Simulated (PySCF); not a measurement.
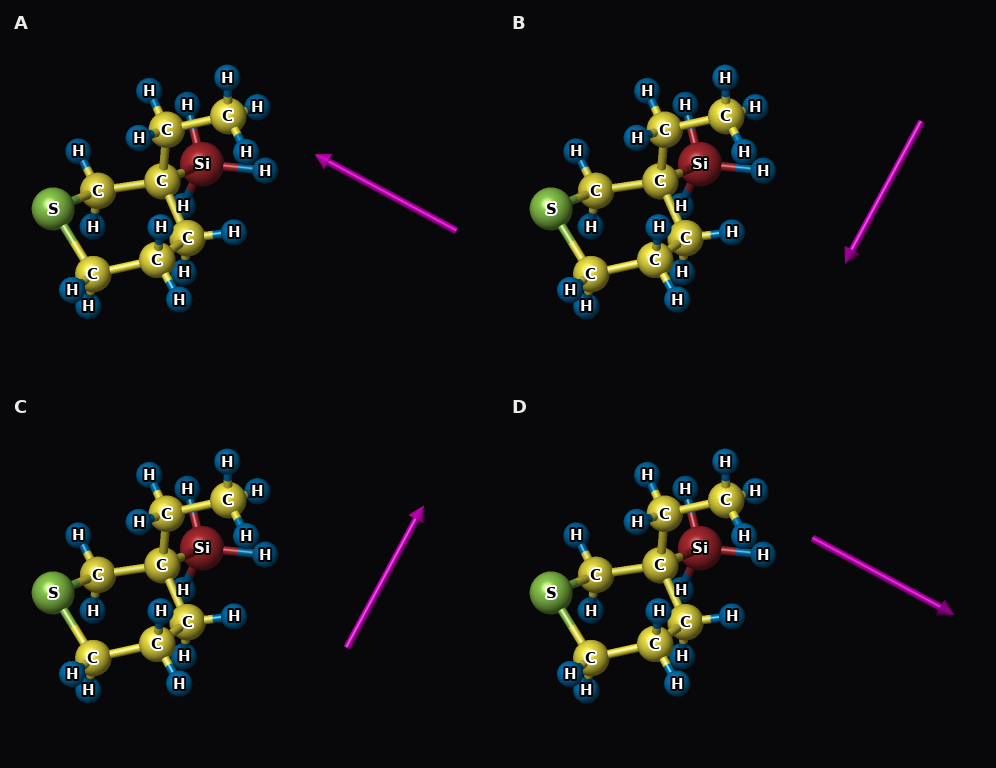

The same molecule four times, each with an arrow. The computed structure is the end point of a GFN2-xTB optimisation. No frequency run is at hand to confirm it as a minimum. Method: PBE0/pcSseg-1, gas phase (PySCF 2.14.0).

Which arrow points along the dipole moment, from the negative to the positive end?

Answer. D. The dipole moment is 1.55 D.

The geometry is semi-empirical. Around Si such bond lengths and angles can be off by a tenth of an ångström or more and by several degrees, and values that hang on the shape move with them.
